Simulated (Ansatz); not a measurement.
**ZrB2, pressure series**

Start from ZrB₂ (space group P6/mmm, No. 191; a = 3.155 Å, c = 3.506 Å).

Cell and atoms are relaxed at each pressure.

Level of theory: DFT with PBEsol, PAW potentials and a 420 eV plane-wave cutoff in Ansatz (a quantum-chemistry and plane-wave program), no spin-orbit coupling.

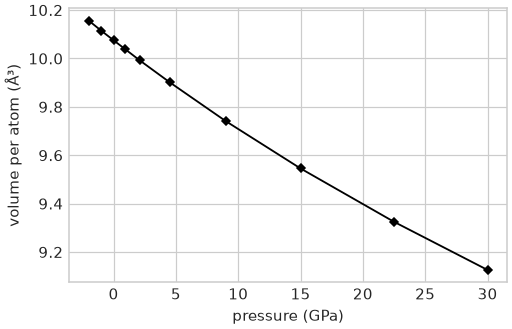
Volume per atom against pressure

**Question.** From the plot, what is the volume per atom for pressure −1 GPa?

**Answer.** About 10.12 Å³.

**Question.** Is the trend monotonic over the range shown?

**Answer.** Yes, it falls throughout, spanning 9.13 Å³ to 10.16 Å³.

Load acts through the strain it causes; cell and atoms are relaxed under it. No phonon test of stability was made. No other phases were tried under pressure. All final runs are without spin polarisation.
